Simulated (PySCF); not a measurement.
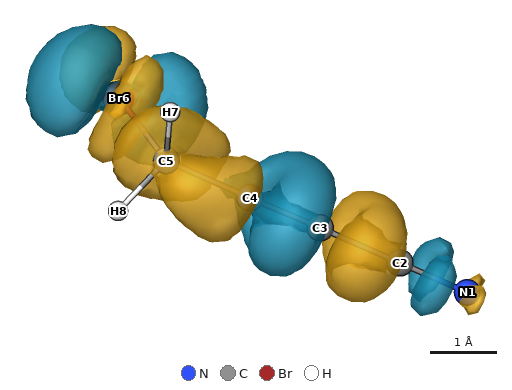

Figure. C4H2BrN, SMILES `N#CC#CCBr`. Unrelaxed difference density of S₂ less the ground state (full linear response singlet states), ±0.02 e/Å³; yellow: gain, teal: loss.

Method: CAM-B3LYP/aug-cc-pVDZ; geometry: GFN2-xTB; program: PySCF. No frequency check shows the geometry to be a minimum. GFN2-xTB bond lengths at metals and heavier atoms can be off by up to 0.1 Å and shapes distorted, which carries into these values.

How does the charge move on excitation?

0.49 e is displaced in all, of which about 0.2 e passes between atoms: Br6 (0.14 e) loses electrons and C5 (0.11 e) and C2 (0.04 e) gain them. The state: 5.07 eV (245 nm), f = 0.045; the leading pair carries 73 %; hole on Br6 (38 %), C4 (20 %) and C3 (19 %), electron on Br6 (24 %), C4 (18 %) and C3 (16 %) (shares are of the whole state, not of the leading pair alone); their centroids lie 0.3 Å apart.
